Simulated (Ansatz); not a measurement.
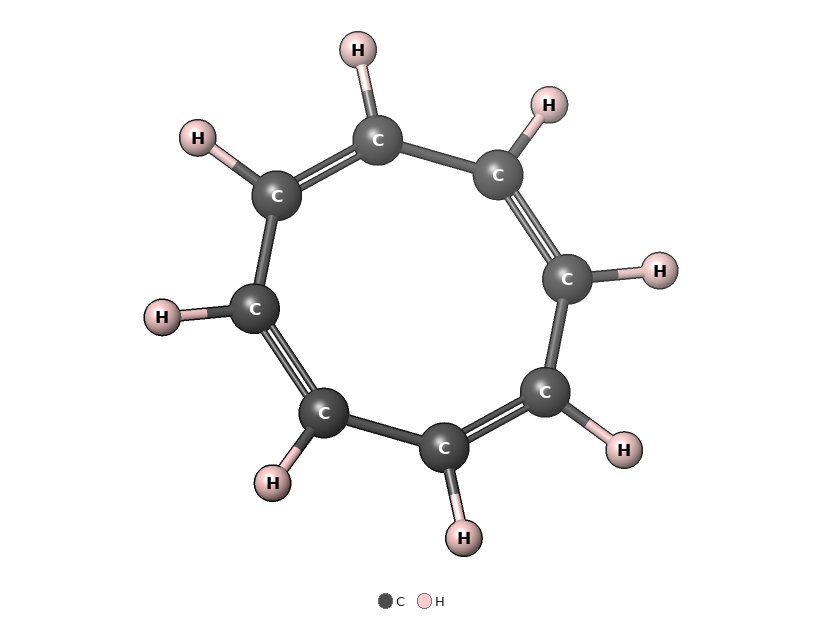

Source: calculation with Ansatz.

Orthographic view. Distant atoms are faded towards the background colour. Geometry: a fixed input geometry, not necessarily a minimum.

Write the InChI string.

Answer. InChI=1S/C8H8/c1-2-4-6-8-7-5-3-1/h1-8H/b2-1-,3-1-,4-2-,5-3-,6-4-,7-5-,8-6-,8-7-
